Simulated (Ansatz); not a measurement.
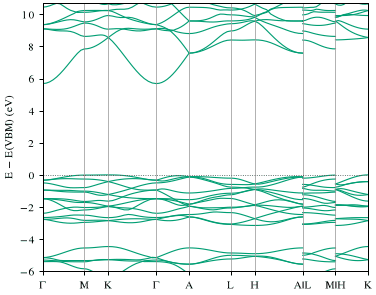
Figure: Band structure from PBE in the plane-wave PAW code Ansatz

Task: Read off the gap and where the band edges lie.

Result: About 5.7 eV (5.68 eV by a search for the band edges); maximum at K, minimum at Γ.

The material is SiO$_{2}$ in space group P3_121 (No. 152; Si on 3a, O on 6c).

The cell was relaxed with PBE under the symmetry of its start.

Potentials: the earlier of the program's two PAW sets.
